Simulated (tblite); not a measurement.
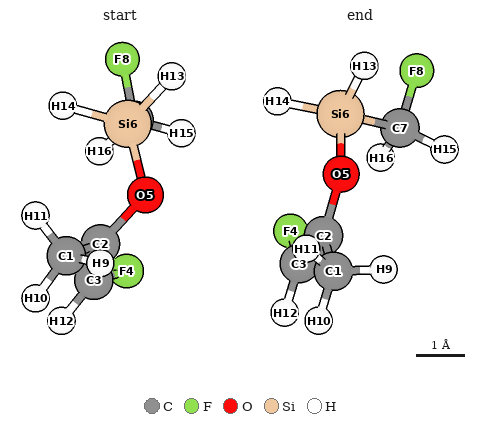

The structure of C$_{4}$H$_{8}$F$_{2}$OSi before (left) and after (right) a relaxation, at one scale.

Style: ball-and-stick. Shown from a free direction.

Method: GFN2-xTB geometry optimisation, gas phase (tblite 0.8.0). 

Q: Summarise the run.

A: After 191 geometry steps the energy has fallen by 0.350 eV. The largest move after the best rigid fit is that of F4, 1.81 Å. By element the largest moves are F 1.81 Å, H 1.39 Å, O 1.03 Å, C 0.81 Å, Si 0.67 Å. Among the contacts that change: Si6–C7 1.852 → 1.920 Å, C2–O5 1.397 → 1.345 Å, Si6–H13 1.496 → 1.456 Å, O5–Si6 1.671 → 1.636 Å. Among the angles between lasting bonds that change: C2–O5–Si6 119.3° → 135.3°, O5–Si6–H13 107.0° → 97.4°, H13–Si6–H14 105.8° → 115.2°. Groups turn about C2–O5 by about 80°. The run took 2 s on 1 thread of Arm Neoverse N1, on a shared host.
